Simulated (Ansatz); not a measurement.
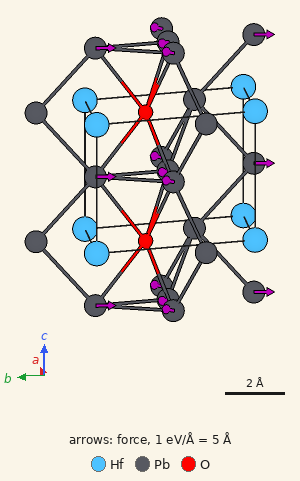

Starting geometry of crystalline HfPb$_{4}$O (a generated structure, set up in P-6m2) with the computed forces as purple arrows. Style: ball-and-stick. Shown: the cell of the calculation, from a free direction.

These are results of DFT PBE, scalar-relativistic, plane waves, PAW in Ansatz, not measurements. Set-up: plane-wave cutoff 420 eV; k-point mesh 6 × 6 × 8; occupations gaussian; smearing width 0.1 eV; no spin polarisation; cell and atoms relaxed; force threshold 0.01 eV/Å; at most 80 steps.

Is this structure relaxed? If not, where do the atoms go?

It isn't relaxed: the largest force vector, on Pb atoms, is 0.15 eV/Å. The atoms end up moving mostly along the starting forces (cosine between the two patterns 1.00). The energy falls by 122 meV per atom in 9 accepted moves (13 points after the start). Largest force component: 0.15 eV/Å at the start, 0.00033 eV/Å at the end. Pressure: 0.62 GPa at the start and 0.03 GPa at the end. The line search rejected the trial steps at points 6, 10 of the run. At 2 points the geometry stayed and the basis and grid were re-selected for the new cell (energy shift of 19.3 meV per atom at most each time). The largest moves relative to the cell, 0.18 Å, are those of Pb atoms. Hf and O stay in place. The drawn cell changes as follows: a = b 6.547 → 7.785 Å (+18.9 %), c 4.472 → 3.440 Å (−23.1 %); the volume changes by +8.7 %. Some distances before and after: Hf–Hf 4.472 → 3.440 Å, O–Pb 2.828 → 2.548 Å, Pb–Pb 2.999 → 3.257 Å, Pb–Pb 3.032 → 3.129 Å. Bond angles that change, for instance: Pb–Pb–Pb 95.0° → 66.7°, Pb–Pb–Pb 71.6° → 92.7°, Pb–Pb–Pb 125.8° → 136.3°. The space group stays P-6m2 (No. 187).
